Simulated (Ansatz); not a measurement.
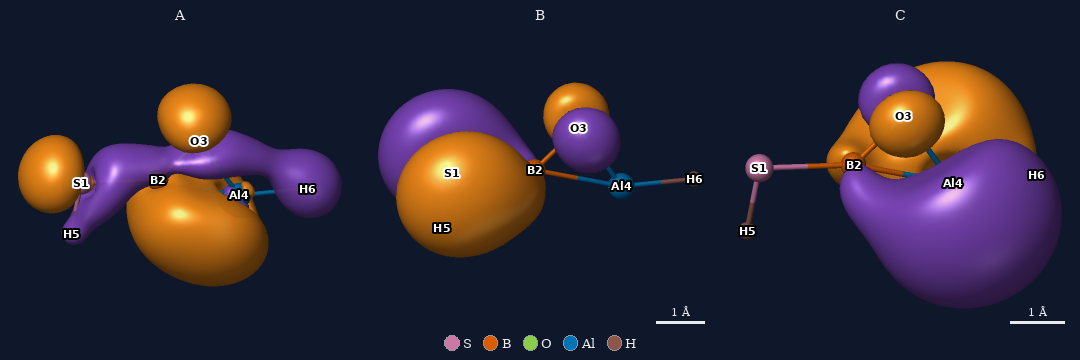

AlBH2OS. Three frontier orbitals at ±0.08 Å⁻³ᐟ² (orange and purple are the two phases), in no order.

Level of theory: Ansatz 0.2.0, RKS PBE0-D4/def2-SVP.

Input file:

```
crystal:
  periodic: [false, false, false]
  atoms:
    - { symbol: S, position_ang: [-0.5216, 0.8512, -1.8227] }
    - { symbol: B, position_ang: [-0.0625, -0.2971, -0.4713] }
    - { symbol: O, position_ang: [0.778, -1.3862, 0.0411] }
    - { symbol: Al, position_ang: [0.747, -0.3433, 1.478] }
    - { symbol: H, position_ang: [-1.8743, 0.3668, -1.8857] }
    - { symbol: H, position_ang: [0.9755, 0.7447, 2.6144] }
basis:
  gaussian: { orbitals: def2-SVP }
hamiltonian:
  xc: pbe0
  dispersion: d4
relax:
  f_tol: 0.02
  max_steps: 50
output:
  orbitals: {}
```

Launched as:

```sh
ansatz run input.yaml --threads 1 --pin off --max-ram 2048MiB --backend cpu --events-out ev --progress --plain --runs-dir out
```

The fields are those of the relaxed geometry.

Order the three orbitals by energy and name them.

Answer. B is the HOMO−1 (−7.70 eV). By Hirshfeld shares it lies mainly on S1 (about 80 %) and O3 (about 10 %); it changes sign across the molecular plane (π type); π-antibonding (a node) across B2–O3. A is the HOMO (−6.25 eV). By Hirshfeld shares it lies mainly on Al4 (about 40 %), B2 (about 25 %), O3 (about 20 %) and S1 (about 10 %); it is symmetric in the molecular plane (an in-plane orbital: σ, lone-pair or in-plane π type). C is the LUMO (−1.54 eV). Its weight (Hirshfeld) is mainly on Al4 (about 75 %), O3 (about 10 %) and B2 (about 10 %); it changes sign across the molecular plane (π type); π-antibonding (a node) across B2–O3.

What is the HOMO–LUMO gap?

Answer. 4.71 eV between the orbital energies.
